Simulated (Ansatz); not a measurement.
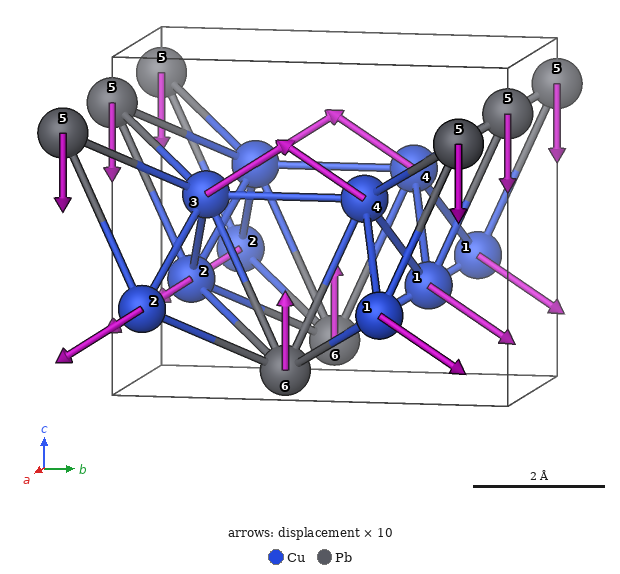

This is a relaxation of crystalline Cu$_{2}$Pb (a generated structure, set up in Pmmn). The starting structure is drawn; purple arrows show the displacements (the part carried along by the change of the cell is left out), 10 times their true length.

Style: ball-and-stick. Shown: the cell of the calculation, repeated 2 × 1 × 1 with one cell outlined, slightly off an axis.

These are results of DFT PBE, scalar-relativistic, plane waves, PAW in Ansatz, not measurements. Settings: plane-wave cutoff 420 eV; k-point mesh 10 × 6 × 8; occupations gaussian; smearing width 0.1 eV; no spin polarisation; cell and atoms relaxed; force threshold 0.01 eV/Å; at most 80 steps.

### What did the optimiser do to the structure, and how much energy did it gain?

After 17 accepted moves (21 points after the start) the energy has fallen by 68.7 meV per cell of the calculation. Largest force component: 0.085 eV/Å at the start, 0.00039 eV/Å at the end. The pressure goes from −0.03 to −0.01 GPa. The line search rejected the trial steps at points 11, 12 of the run. The SCF was repeated twice at an unchanged geometry on a basis and grid sized afresh for the cell, which shifted the energy by 5.8 meV per cell of the calculation at most. The largest moves relative to the cell, 0.16 Å, are those of Cu1, Cu2, Cu3 and Cu4. Cu4 goes along [0 −1 1]. Largest moves by element: Cu 0.16 Å, Pb 0.12 Å. The drawn cell changes as follows: a 3.613 → 3.275 Å (−9.4 %), b 6.204 → 7.056 Å (+13.7 %), c 5.232 → 4.932 Å (−5.7 %); the volume changes by −2.8 %. Among the contacts that change: Cu1–Pb5 2.961 → 2.804 Å, Cu1–Pb6 2.830 → 2.913 Å, Cu1–Pb5 (another image) 2.831 → 2.748 Å, Cu1–Cu2 2.483 → 2.549 Å. The space group stays Pmmn (No. 59). The run took 18 min on 1 thread of Intel(R) Xeon(R) Platinum 8375C CPU @ 2.90GHz (Ice Lake) (shared host), peak memory 0.91 GiB.
